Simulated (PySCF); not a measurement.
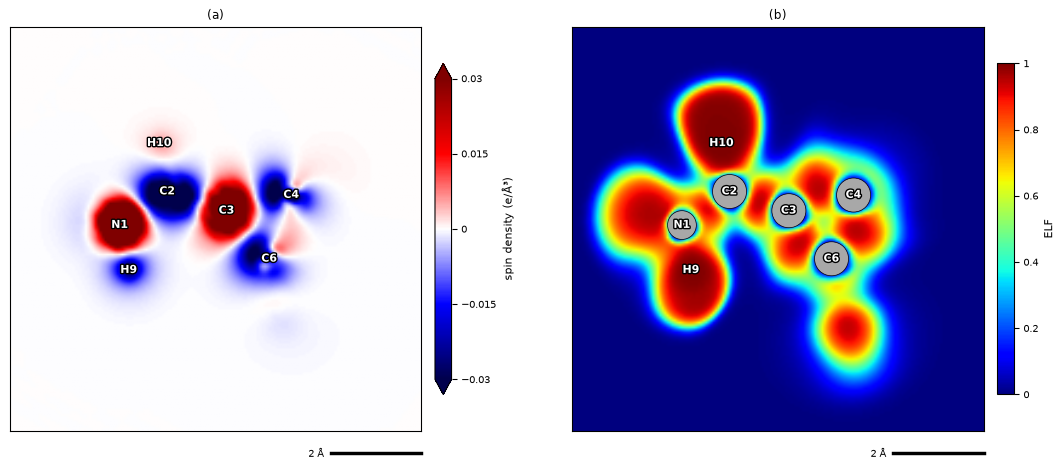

Figure 1: C6H7FN (doublet). (a) spin density; (b) electron localisation function on the plane of atoms C3, C4 and C6. Grey discs cover the atomic cores in the ELF map.

Geometry: GFN2-xTB.

Method: PySCF 2.14.0, density-fitted response routines, UKS B3LYP, pcH-1 on C F H N, non-relativistic, mean-field spin-orbit, GIAO.

```csv
atom,x (Å),y (Å),z (Å)
N,2.5484,-1.1919,-0.6332
C,2.1559,-0.4161,0.3206
C,0.9004,0.1539,0.4655
C,-0.0263,0.9492,1.2939
F,-0.4182,0.4593,2.5165
C,-0.4605,0.2344,0.0553
C,-1.3044,0.5534,-1.1424
C,-1.5738,-0.6867,-0.3499
H,1.8266,-1.3832,-1.3277
H,2.8994,-0.1836,1.0783
H,0.0212,2.0330,1.3419
H,-0.8405,0.4588,-2.1134
H,-1.9894,1.3838,-1.0552
H,-2.4391,-0.7110,0.2961
H,-1.3041,-1.6454,-0.7682
```

Question: Read the bonding off the picture.

Answer:
- The section cuts through N, C and H sites.
- C–N (1.29 Å): the ELF peaks at about 0.90 between the atoms; localised, covalent bonding.
- C–C (1.39 Å): the ELF peaks at about 0.95 between the atoms (localised, covalent bonding).
- N–H (1.02 Å): the ELF climbs to about 1 towards the hydrogen, as it does in any bond to H (a covalent bond by its length).
- C–C (1.48 Å): the ELF peaks at about 0.85 between the atoms; a covalent bond.
- C–H (1.09 Å): the ELF climbs to about 1 towards the hydrogen (a covalent bond by its length).
- The ELF also peaks beside N1, away from the bonds: non-bonding electrons, paired or unpaired.
- The unpaired spin (1 electron) lies mostly on C3 (about 0.4) and N1 (about 0.4), in electrons by Hirshfeld's partition.
